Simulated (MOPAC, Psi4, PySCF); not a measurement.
Approach curve of the dimer H2 ··· HF (SMILES [H][H] and F). Monomers: optimised at B3LYP-D3(BJ) (def2-TZVP), held rigid. Orientation: a random orientation, not optimised. R is the distance of the centres of mass, along which the second monomer moves.

Geometry at R = 2.89 Å (first 2 atoms: monomer A):
```
4

H      0.3719     0.0000     0.0000
H     -0.3719     0.0000     0.0000
F      2.1149    -0.9926     1.7091
H      1.8280    -0.3633     2.3226
```

- PM6, restricted, heats of formation (MOPAC)
- HF/aug-cc-pVTZ, counterpoise-corrected (Psi4)
- MP2/aug-cc-pVDZ = DF-MP2/aug-cc-pVDZ, frozen core, counterpoise-corrected (Psi4 1.11)
- RMP2/3-21G = restricted MP2 (frozen core)/3-21G, no counterpoise correction (PySCF 2.14.0)
- PBE-D3(BJ)/def2-TZVP, counterpoise-corrected (Psi4)

Interaction energies in kcal/mol (negative: bound); R is the distance of the centres of mass, d the H1···F3 distance.

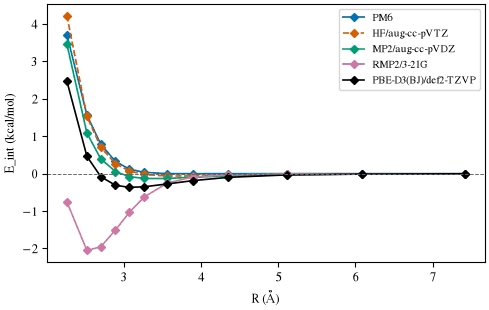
Figure. Interaction energy against separation.

```
R / Å  d / Å   PM6  HF/aug-cc-pVTZ  MP2/aug-cc-pVDZ  RMP2/3-21G  PBE-D3(BJ)/def2-TZVP
-----  -----  ----  --------------  ---------------  ----------  --------------------
2.26    2.01  3.71            4.22             3.47       -0.75                  2.48
2.52    2.27  1.56            1.53             1.08       -2.05                  0.46
2.70    2.45  0.78            0.70             0.39       -1.95                 -0.08
2.89    2.64  0.33            0.27             0.05       -1.51                 -0.31
3.07    2.81  0.12            0.07            -0.08       -1.03                 -0.37
3.26    3.00  0.03           -0.02            -0.13       -0.63                 -0.35
3.56    3.30  0.00           -0.06            -0.13       -0.25                 -0.28
3.89    3.63  0.00           -0.06            -0.10       -0.09                 -0.19
4.35    4.09  0.00           -0.04            -0.06       -0.03                 -0.10
5.11    4.85  0.00           -0.02            -0.03       -0.01                 -0.03
6.08    5.82  0.00           -0.01            -0.01       -0.01                 -0.01
7.42    7.16  0.00            0.00             0.00        0.00                  0.00
```

Lowest grid point: PM6 0.00 kcal/mol at R = 3.89 Å; HF/aug-cc-pVTZ -0.06 kcal/mol at R = 3.56 Å; MP2/aug-cc-pVDZ -0.13 kcal/mol at R = 3.26 Å; RMP2/3-21G -2.05 kcal/mol at R = 2.52 Å; PBE-D3(BJ)/def2-TZVP -0.37 kcal/mol at R = 3.07 Å.
